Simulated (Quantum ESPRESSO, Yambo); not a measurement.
# A GW chain in Yambo: CdWO4 (P2/c), part 2 of 3

How does a plane-wave GW calculation on CdWO4 (P2/c) run from the first input to the gap?

Quantum ESPRESSO 7.5 and Yambo 5.3.0; LDA and many-body steps on it, plane waves. Known limits of the many-body steps: not at the basis limit; d shell near the gap, gap tends to lie low; no spin-orbit coupling; coarse k mesh.

So far. Step 2 (Ground state): The gap is indirect, with the least direct gap 0.003 eV higher.

### 3. Bands along the symmetry lines

Level of this step: DFT, LDA, plane waves, norm-conserving pseudopotentials (Quantum ESPRESSO).

The cheap functional maps the bands first; the places of the edges decide which points the dearer methods must see.

The input, pw.in:

```
&control
  calculation = 'bands'
  prefix = 'x'
  outdir = 'o'
  pseudo_dir = 'pseudo'
/
&system
  ibrav = 0
  nat = 12
  ntyp = 3
  ecutwfc = 94.0
  nbnd = 64
  force_symmorphic = .true.
/
&electrons
  conv_thr = 1e-9
  electron_maxstep = 80
  diago_full_acc = .true.
  diago_thr_init = 5e-6
/
ATOMIC_SPECIES
  Cd 112.41 Cd.upf
  W 183.84 W.upf
  O 15.999 O.upf
CELL_PARAMETERS angstrom
  5.0400000000 -0.0000000000 0.0000000000
  -0.0000000000 5.8701000000 -0.0000000000
  -0.1309573182 -0.0000000000 5.0824131071
ATOMIC_POSITIONS crystal
  Cd 0.5000000000 0.6972900000 0.2500000000
  Cd 0.5000000000 0.3027100000 0.7500000000
  W 0.0000000000 0.1785500000 0.2500000000
  W 0.0000000000 0.8214500000 0.7500000000
  O 0.2018000000 0.0955000000 0.9504000000
  O 0.7982000000 0.0955000000 0.5496000000
  O 0.7982000000 0.9045000000 0.0496000000
  O 0.2018000000 0.9045000000 0.4504000000
  O 0.2420000000 0.3703000000 0.3839000000
  O 0.7580000000 0.3703000000 0.1161000000
  O 0.7580000000 0.6297000000 0.6161000000
  O 0.2420000000 0.6297000000 0.8839000000
K_POINTS crystal
  81
  0.00000000 0.00000000 0.00000000 1
  0.00000000 0.06250000 0.00000000 1
  0.00000000 0.12500000 0.00000000 1
  0.00000000 0.18750000 0.00000000 1
  0.00000000 0.25000000 0.00000000 1
  0.00000000 0.31250000 0.00000000 1
  0.00000000 0.37500000 0.00000000 1
  0.00000000 0.43750000 0.00000000 1
  0.00000000 0.50000000 0.00000000 1
  0.00000000 0.50000000 0.06250000 1
  0.00000000 0.50000000 0.12500000 1
  0.00000000 0.50000000 0.18750000 1
  0.00000000 0.50000000 0.25000000 1
  0.00000000 0.50000000 0.31250000 1
  0.00000000 0.50000000 0.37500000 1
  0.00000000 0.50000000 0.43750000 1
  0.00000000 0.50000000 0.50000000 1
  0.00000000 0.43750000 0.50000000 1
  0.00000000 0.37500000 0.50000000 1
  0.00000000 0.31250000 0.50000000 1
  0.00000000 0.25000000 0.50000000 1
  0.00000000 0.18750000 0.50000000 1
  0.00000000 0.12500000 0.50000000 1
  0.00000000 0.06250000 0.50000000 1
  0.00000000 0.00000000 0.50000000 1
  0.00000000 0.00000000 0.43750000 1
  0.00000000 0.00000000 0.37500000 1
  0.00000000 0.00000000 0.31250000 1
  0.00000000 0.00000000 0.25000000 1
  0.00000000 0.00000000 0.18750000 1
  0.00000000 0.00000000 0.12500000 1
  0.00000000 0.00000000 0.06250000 1
  0.00000000 0.00000000 0.00000000 1
  -0.06250000 0.00000000 0.06250000 1
  -0.12500000 0.00000000 0.12500000 1
  -0.18750000 0.00000000 0.18750000 1
  -0.25000000 0.00000000 0.25000000 1
  -0.31250000 0.00000000 0.31250000 1
  -0.37500000 0.00000000 0.37500000 1
  -0.43750000 0.00000000 0.43750000 1
  -0.50000000 0.00000000 0.50000000 1
  -0.50000000 0.06250000 0.50000000 1
  -0.50000000 0.12500000 0.50000000 1
  -0.50000000 0.18750000 0.50000000 1
  -0.50000000 0.25000000 0.50000000 1
  -0.50000000 0.31250000 0.50000000 1
  -0.50000000 0.37500000 0.50000000 1
  -0.50000000 0.43750000 0.50000000 1
  -0.50000000 0.50000000 0.50000000 1
  -0.43750000 0.50000000 0.43750000 1
  -0.37500000 0.50000000 0.37500000 1
  -0.31250000 0.50000000 0.31250000 1
  -0.25000000 0.50000000 0.25000000 1
  -0.18750000 0.50000000 0.18750000 1
  -0.12500000 0.50000000 0.12500000 1
  -0.06250000 0.50000000 0.06250000 1
  0.00000000 0.50000000 0.00000000 1
  -0.06250000 0.50000000 0.00000000 1
  -0.12500000 0.50000000 0.00000000 1
  -0.18750000 0.50000000 0.00000000 1
  -0.25000000 0.50000000 0.00000000 1
  -0.31250000 0.50000000 0.00000000 1
  -0.37500000 0.50000000 0.00000000 1
  -0.43750000 0.50000000 0.00000000 1
  -0.50000000 0.50000000 0.00000000 1
  -0.50000000 0.43750000 0.00000000 1
  -0.50000000 0.37500000 0.00000000 1
  -0.50000000 0.31250000 0.00000000 1
  -0.50000000 0.25000000 0.00000000 1
  -0.50000000 0.18750000 0.00000000 1
  -0.50000000 0.12500000 0.00000000 1
  -0.50000000 0.06250000 0.00000000 1
  -0.50000000 0.00000000 0.00000000 1
  -0.43750000 0.00000000 0.00000000 1
  -0.37500000 0.00000000 0.00000000 1
  -0.31250000 0.00000000 0.00000000 1
  -0.25000000 0.00000000 0.00000000 1
  -0.18750000 0.00000000 0.00000000 1
  -0.12500000 0.00000000 0.00000000 1
  -0.06250000 0.00000000 0.00000000 1
  0.00000000 0.00000000 0.00000000 1
```

Run with:

```sh
$ OMP_NUM_THREADS=1 mpirun -n 8 pw.x -nk 8 -in pw.in > pw.out
```

What it wrote:

```text
[banner, memory and clock lines left out]
Program PWSCF v.7.5 starts

     Atomic positions and unit cell read from directory:
     o/x.save/

     Message from routine setup:
     using ibrav=0 with symmetry is DISCOURAGED, use correct ibrav instead

     G-vector sticks info

     bravais-lattice index     =            0
     lattice parameter (alat)  =       9.5242  a.u.
     unit-cell volume          =    1014.7115 (a.u.)^3
     number of atoms/cell      =           12
     number of atomic types    =            3
     number of electrons       =       116.00
     number of Kohn-Sham states=           64
     kinetic-energy cutoff     =      94.0000  Ry
     charge density cutoff     =     376.0000  Ry
     Exchange-correlation= SLA  PW   NOGX NOGC
                           (   1   4   0   0   0   0   0)

     celldm(1)=   9.524220  celldm(2)=   0.000000  celldm(3)=   0.000000
     celldm(4)=   0.000000  celldm(5)=   0.000000  celldm(6)=   0.000000

     crystal axes: (cart. coord. in units of alat)
               a(1) = (   1.000000  -0.000000   0.000000 )
               a(2) = (  -0.000000   1.164702  -0.000000 )
               a(3) = (  -0.025984  -0.000000   1.008415 )

     reciprocal axes: (cart. coord. in units 2 pi/alat)
               b(1) = (  1.000000  0.000000  0.025767 )
               b(2) = (  0.000000  0.858588  0.000000 )
               b(3) = (  0.000000  0.000000  0.991655 )
     Pseudo is Norm-conserving + core correction, Zval = 20.0
     Generated using ONCVPSP code by D. R. Hamann
     Using radial grid of 1336 points,  6 beta functions with:
     Pseudo is Norm-conserving + core correction, Zval = 14.0
     Generated using ONCVPSP code by D. R. Hamann
     Using radial grid of 1380 points,  8 beta functions with:
     Pseudo is Norm-conserving + core correction, Zval =  6.0
     Generated using ONCVPSP code by D. R. Hamann
     Using radial grid of  926 points,  5 beta functions with:
     Cd               20.00   112.41000     Cd( 1.00)
     W                14.00   183.84000     W ( 1.00)
     O                 6.00    15.99900     O ( 1.00)

      2 Sym. Ops., with inversion, found

   Cartesian axes

     site n.     atom                  positions (alat units)
         1        Cd     tau(   1) = (   0.4935041   0.8121353   0.2521038  )
         2        Cd     tau(   2) = (   0.4805123   0.3525671   0.7563115  )
         3        W      tau(   3) = (  -0.0064959   0.2079576   0.2521038  )
         4        W      tau(   4) = (  -0.0194877   0.9567448   0.7563115  )
         5        O      tau(   5) = (   0.1771052   0.1112291   0.9583979  )
         6        O      tau(   6) = (   0.7839194   0.1112291   0.5542250  )
         7        O      tau(   7) = (   0.7969112   1.0534733   0.0500174  )
[...]
11        O      tau(  11) = (   0.7419915   0.7334131   0.6212847  )
        12        O      tau(  12) = (   0.2190331   0.7334131   0.8913383  )

     number of k points=    81
                       cart. coord. in units 2pi/alat
        k(    1) = (   0.0000000   0.0000000   0.0000000), wk =   0.0246914
        k(    2) = (   0.0000000   0.0536618   0.0000000), wk =   0.0246914
        k(    3) = (   0.0000000   0.1073236   0.0000000), wk =   0.0246914
[...]
[... 69 further rows ...]
        k(   80) = (  -0.0625000   0.0000000  -0.0016104), wk =   0.0246914
        k(   81) = (   0.0000000   0.0000000   0.0000000), wk =   0.0246914

     Dense  grid:   125031 G-vectors     FFT dimensions: (  60,  72,  60)

     The potential is recalculated from file :
     o/x.save/charge-density

     Starting wfcs are   72 randomized atomic wfcs

     Band Structure Calculation

     End of band structure calculation

          k = 0.0000 0.0000 0.0000 ( 15641 PWs)   bands (ev):

   -90.7298 -90.7297 -65.3274 -65.3216 -51.9263 -51.9240 -51.9151 -51.9128
   -51.8852 -51.8850 -29.7013 -29.6747 -29.6656 -29.5873 -29.5871 -29.5162
    -8.9981  -7.8260  -7.6111  -7.5967  -7.5822  -7.3891  -7.1732  -6.9998
[...]
k = 0.0000 0.0537 0.0000 ( 15633 PWs)   bands (ev):

[...]
k = 0.0000 0.1073 0.0000 ( 15624 PWs)   bands (ev):

[...]
k =-0.0625 0.0000 0.0604 ( 15632 PWs)   bands (ev):

[...]
k =-0.1250 0.0000 0.1207 ( 15613 PWs)   bands (ev):

[...]
k =-0.1875 0.0000 0.1811 ( 15616 PWs)   bands (ev):

[...]
k =-0.1250 0.4293 0.1207 ( 15636 PWs)   bands (ev):

[...]
k =-0.0625 0.4293 0.0604 ( 15626 PWs)   bands (ev):

[...]
k = 0.0000 0.4293 0.0000 ( 15614 PWs)   bands (ev):

[...]
k =-0.0625 0.4293-0.0016 ( 15600 PWs)   bands (ev):

[...]
k =-0.1250 0.4293-0.0032 ( 15624 PWs)   bands (ev):

[...]
k =-0.1875 0.4293-0.0048 ( 15614 PWs)   bands (ev):

[...]
k =-0.1250 0.0000-0.0032 ( 15638 PWs)   bands (ev):

[...]
k =-0.0625 0.0000-0.0016 ( 15635 PWs)   bands (ev):

[...]
k = 0.0000 0.0000 0.0000 ( 15641 PWs)   bands (ev):

[...]
6.9762   7.0256   7.2539   7.3153   7.7441   7.8905   8.0955   8.2111
     8.4219   8.4664  12.1090  12.5591  12.5693  12.7162  12.7710  13.7169

     XML data file, pseudopotentials, collected wavefunctions
```

It took 81 s on 8 MPI ranks of Arm Neoverse V2, shared host; peak memory 1.6 GiB; 10 min of CPU time.

This step gave:

```
gap                        : 2.983 eV
k of the valence top       : 0, 0.5, 0
k of the conduction bottom : 0, 0.5, 0.1875
least direct gap           : 2.998 eV
```

The gap is 2.983 eV, −0.012 eV from the run before at this level.

The electronic bands at the labelled points (eV, zero at the top of the highest filled band):

```csv
point,band 55,band 56,band 57,band 58,band 59,band 60,band 61,band 62
Γ,-0.63,-0.52,-0.31,-0.26,3.38,3.83,3.84,3.99
Z,-0.80,-0.69,-0.57,0.00,3.00,3.89,3.89,4.21
D,-0.64,-0.64,-0.13,-0.13,3.39,3.39,4.08,4.08
B,-0.55,-0.55,-0.12,-0.12,3.42,3.42,3.90,3.90
Γ,-0.63,-0.52,-0.31,-0.26,3.38,3.83,3.84,3.99
A,-0.45,-0.45,-0.21,-0.21,3.60,3.60,4.22,4.22
E,-0.84,-0.84,-0.44,-0.44,3.71,3.71,3.96,3.96
Z,-0.80,-0.69,-0.57,0.00,3.00,3.89,3.89,4.21
C2,-0.73,-0.58,-0.57,-0.39,3.42,3.90,3.94,4.14
Y2,-0.52,-0.25,-0.25,-0.21,3.62,3.79,3.82,4.07
Γ,-0.63,-0.52,-0.31,-0.26,3.38,3.83,3.84,3.99
```

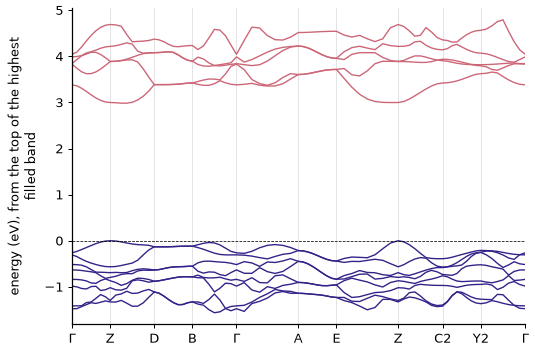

Electronic bands along the path; lines of filled and empty bands in two colours.

### 4. Empty states on the mesh, 4×2×2 mesh, 216 bands

The sums over transitions need many empty states on a uniform mesh; this step solves for them.

The input, pw.in:

```
&control
  calculation = 'nscf'
  prefix = 'x'
  outdir = 'o'
  pseudo_dir = 'pseudo'
/
&system
  ibrav = 0
  nat = 12
  ntyp = 3
  ecutwfc = 94.0
  nbnd = 216
  force_symmorphic = .true.
/
&electrons
  conv_thr = 1e-9
  electron_maxstep = 80
  diago_full_acc = .true.
  diago_thr_init = 5e-6
/
ATOMIC_SPECIES
  Cd 112.41 Cd.upf
  W 183.84 W.upf
  O 15.999 O.upf
CELL_PARAMETERS angstrom
  5.0400000000 -0.0000000000 0.0000000000
  -0.0000000000 5.8701000000 -0.0000000000
  -0.1309573182 -0.0000000000 5.0824131071
ATOMIC_POSITIONS crystal
  Cd 0.5000000000 0.6972900000 0.2500000000
  Cd 0.5000000000 0.3027100000 0.7500000000
  W 0.0000000000 0.1785500000 0.2500000000
  W 0.0000000000 0.8214500000 0.7500000000
  O 0.2018000000 0.0955000000 0.9504000000
  O 0.7982000000 0.0955000000 0.5496000000
  O 0.7982000000 0.9045000000 0.0496000000
  O 0.2018000000 0.9045000000 0.4504000000
  O 0.2420000000 0.3703000000 0.3839000000
  O 0.7580000000 0.3703000000 0.1161000000
  O 0.7580000000 0.6297000000 0.6161000000
  O 0.2420000000 0.6297000000 0.8839000000
K_POINTS automatic
  4 2 2 0 0 0
```

Run with:

```sh
$ OMP_NUM_THREADS=1 mpirun -n 8 pw.x -nk 4 -in pw.in > pw.out
```

What it wrote:

```text
[banner, memory and clock lines left out]
Program PWSCF v.7.5 starts

     Atomic positions and unit cell read from directory:
     o/x.save/

     Message from routine setup:
     using ibrav=0 with symmetry is DISCOURAGED, use correct ibrav instead

     bravais-lattice index     =            0
     lattice parameter (alat)  =       9.5242  a.u.
     unit-cell volume          =    1014.7115 (a.u.)^3
     number of atoms/cell      =           12
     number of atomic types    =            3
     number of electrons       =       116.00
     number of Kohn-Sham states=          216
     kinetic-energy cutoff     =      94.0000  Ry
     charge density cutoff     =     376.0000  Ry
     Exchange-correlation= SLA  PW   NOGX NOGC
                           (   1   4   0   0   0   0   0)

     celldm(1)=   9.524220  celldm(2)=   0.000000  celldm(3)=   0.000000
     celldm(4)=   0.000000  celldm(5)=   0.000000  celldm(6)=   0.000000

     crystal axes: (cart. coord. in units of alat)
               a(1) = (   1.000000  -0.000000   0.000000 )
               a(2) = (  -0.000000   1.164702  -0.000000 )
               a(3) = (  -0.025984  -0.000000   1.008415 )

     reciprocal axes: (cart. coord. in units 2 pi/alat)
               b(1) = (  1.000000  0.000000  0.025767 )
               b(2) = (  0.000000  0.858588  0.000000 )
               b(3) = (  0.000000  0.000000  0.991655 )
     Pseudo is Norm-conserving + core correction, Zval = 20.0
     Generated using ONCVPSP code by D. R. Hamann
     Using radial grid of 1336 points,  6 beta functions with:
     Pseudo is Norm-conserving + core correction, Zval = 14.0
     Generated using ONCVPSP code by D. R. Hamann
     Using radial grid of 1380 points,  8 beta functions with:
     Pseudo is Norm-conserving + core correction, Zval =  6.0
     Generated using ONCVPSP code by D. R. Hamann
     Using radial grid of  926 points,  5 beta functions with:
     Cd               20.00   112.41000     Cd( 1.00)
     W                14.00   183.84000     W ( 1.00)
     O                 6.00    15.99900     O ( 1.00)

      2 Sym. Ops., with inversion, found

   Cartesian axes

     site n.     atom                  positions (alat units)
         1        Cd     tau(   1) = (   0.4935041   0.8121353   0.2521038  )
         2        Cd     tau(   2) = (   0.4805123   0.3525671   0.7563115  )
         3        W      tau(   3) = (  -0.0064959   0.2079576   0.2521038  )
         4        W      tau(   4) = (  -0.0194877   0.9567448   0.7563115  )
         5        O      tau(   5) = (   0.1771052   0.1112291   0.9583979  )
         6        O      tau(   6) = (   0.7839194   0.1112291   0.5542250  )
         7        O      tau(   7) = (   0.7969112   1.0534733   0.0500174  )
[...]
11        O      tau(  11) = (   0.7419915   0.7334131   0.6212847  )
        12        O      tau(  12) = (   0.2190331   0.7334131   0.8913383  )

     number of k points=    12
                       cart. coord. in units 2pi/alat
        k(    1) = (   0.0000000   0.0000000   0.0000000), wk =   0.1250000
        k(    2) = (   0.0000000   0.0000000  -0.4958275), wk =   0.1250000
        k(    3) = (   0.0000000  -0.4292942   0.0000000), wk =   0.1250000
[...]
k(   11) = (  -0.5000000  -0.4292942  -0.0128834), wk =   0.1250000
        k(   12) = (  -0.5000000  -0.4292942  -0.5087108), wk =   0.1250000

     Dense  grid:   125031 G-vectors     FFT dimensions: (  60,  72,  60)

     The potential is recalculated from file :
     o/x.save/charge-density

     Starting wfcs are   72 randomized atomic wfcs +  144 random wfcs

     Band Structure Calculation

     End of band structure calculation

          k = 0.0000 0.0000 0.0000 ( 15641 PWs)   bands (ev):

   -90.7298 -90.7297 -65.3274 -65.3216 -51.9263 -51.9240 -51.9151 -51.9128
   -51.8852 -51.8850 -29.7013 -29.6747 -29.6656 -29.5873 -29.5871 -29.5162
    -8.9981  -7.8260  -7.6111  -7.5967  -7.5822  -7.3891  -7.1732  -6.9998
[...]
[... 15 further rows ...]
[...]
k = 0.0000 0.0000-0.4958 ( 15626 PWs)   bands (ev):

[...]
[... 15 further rows ...]
[...]
k = 0.0000-0.4293 0.0000 ( 15614 PWs)   bands (ev):

[...]
[... 15 further rows ...]
    59.8378  59.9404  59.9696  59.9855  60.2287  60.5007  60.8965  61.1959
    61.2764  61.6543  61.8190  62.0050  62.0202  62.4121  62.4517  62.4677

          k = 0.0000-0.4293-0.4958 ( 15656 PWs)   bands (ev):

     [... further k-points ...]

     highest occupied, lowest unoccupied level (ev):     8.7283   11.7260

     XML data file, pseudopotentials, collected wavefunctions
```

It took 89 s on 8 MPI ranks; peak memory 1.8 GiB.

Numbers from this step:

- gap: 2.998 eV
- k of the valence top: 0, -0.5, 0
- k of the conduction bottom: 0, -0.5, 0
- least direct gap: 2.998 eV
- k points computed: 12
- lowest point of the top converged band, above the valence top: 53.7394 eV

On this mesh the gap is 2.998 eV.

(Part 2 of 3 ends here.)

[Paths, hosts, dates, memory and timing lines, banners, echoed tables and standing remarks are left out of the program output.]

[Logs are printed without paths, hosts, clocks, repeated set-up lines and the standing remarks that a program may print on its own settings, such as how far it seeks lower states.]

[Runs of the session that timed out or met a known fault of the program may be left out.]

[Hosts, paths, dates, database ids (printed as entryN), source tags and the programs' standing remarks are cut or masked in the printed files.]
